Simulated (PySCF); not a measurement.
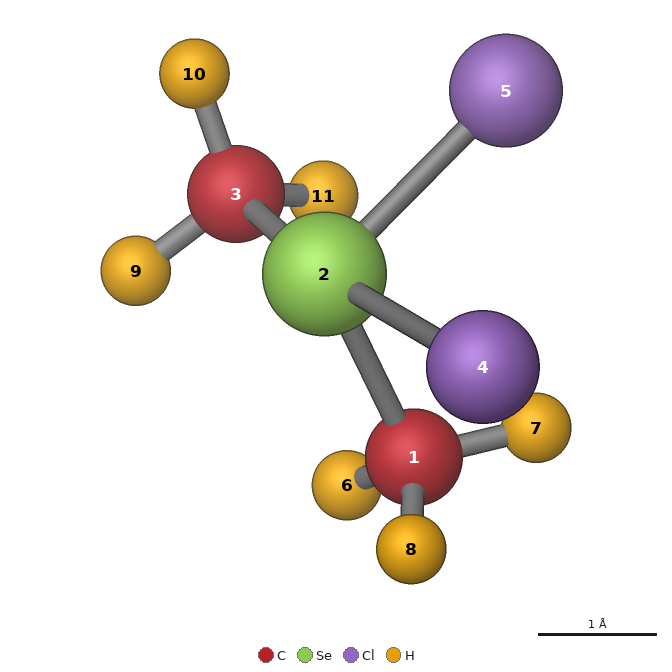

The atoms are numbered. The geometry was computed by an optimisation with PBE0-D3(BJ)/def2-SVP. No frequency run is at hand to confirm it as a minimum.

Describe the coordination of atom 1.

Answer. C1 has 4 neighbours (Se2 at 1.93, H6 at 1.10, H7 at 1.10, H8 at 1.10 Å); the arrangement is tetrahedral.

How are the neighbours of atom 3 arranged?

Answer. C3 has 4 neighbours (Se2 at 2.00, H9 at 1.10, H10 at 1.10, H11 at 1.10 Å); the arrangement is tetrahedral.

Describe the coordination of atom 2.

Answer. Se2 has 4 neighbours (C1 at 1.93, C3 at 2.00, Cl4 at 2.52, Cl5 at 2.20 Å); the arrangement is see-saw.
